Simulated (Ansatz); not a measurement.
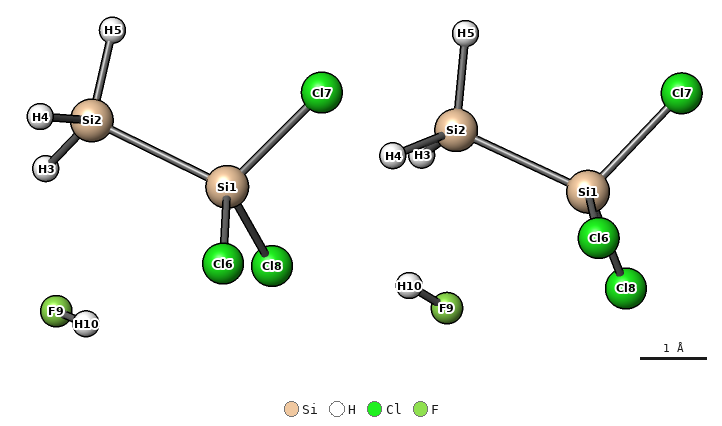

Two geometries of Si2H4Cl3F, drawn at one scale. One is the start of a relaxation, the other its converged end. A ball-and-stick model, seen at a tilt.

Method: Ansatz, RKS B3LYP/6-31G*. Set-up: no spin polarisation; force threshold 0.03 eV/Å; at most 50 steps.

### Which one is relaxed?

The left one is the relaxed one. The run prepares an end point of a later path (reaction) calculation, from a guessed geometry. The largest move after the best rigid fit is that of H10, 0.87 Å. By element the largest moves are H 0.87 Å, Cl 0.53 Å, F 0.48 Å, Si 0.19 Å. Among the contacts that change: Si1–Si2 2.259 → 2.356 Å, Si1–Cl6 2.079 → 2.102 Å, Si1–Cl7 2.087 → 2.075 Å, Si2–H4 1.491 → 1.483 Å. Among the angles between lasting bonds that change: Si2–Si1–Cl7 107.3° → 110.3°, H4–Si2–H5 106.6° → 109.5°, Si2–Si1–Cl8 116.1° → 113.3°. Groups turn about Si1–Si2 by about 35°. Over 18 accepted moves (22 points after the start) the energy falls by 5.49 kcal/mol. The largest force component goes from 1.3 to 0.012 eV/Å. The line search rejected the trial steps at points 6, 10, 14, 18 of the run. The forces were under the threshold at step 17, but the run went on from there.
